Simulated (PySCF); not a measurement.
GeH (doublet)

```
atom   x (Å)   y (Å)    z (Å)
  Ge  0.0000  0.0000  -0.0216
   H  0.0000  0.0000   1.5824
```

Theory: PBE0/def2-SVPD, non-relativistic Hamiltonian with scalar-relativistic core potentials where named, at a bond length of 1.604 Å (PySCF).

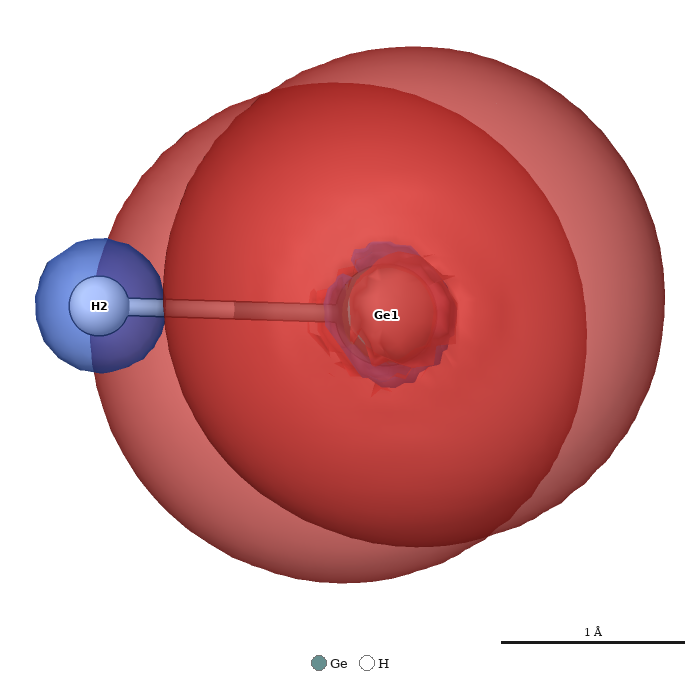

Figure 1. Isosurfaces of the spin density at +0.015 (red) and −0.015 e/Å³ (blue), seen from one side.

Where is the unpaired spin?

Answer. The unpaired spin (1 electron) lies mostly on Ge1 (about 1.0), in electrons by Hirshfeld's partition.

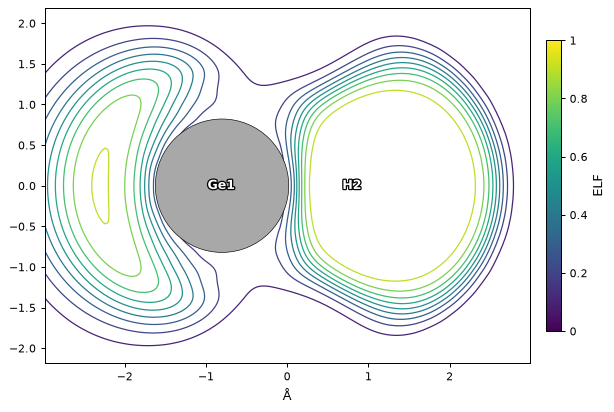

Figure 2. Electron localisation function on a plane that holds the molecular axis. Grey discs cover the atomic cores.

What does the map show?

Answer. The plane passes through Ge and H nuclei.
Ge–H (1.60 Å): the ELF climbs to about 1 towards the hydrogen.
The ELF also peaks beside Ge1, away from the bonds: non-bonding electrons, paired or unpaired.
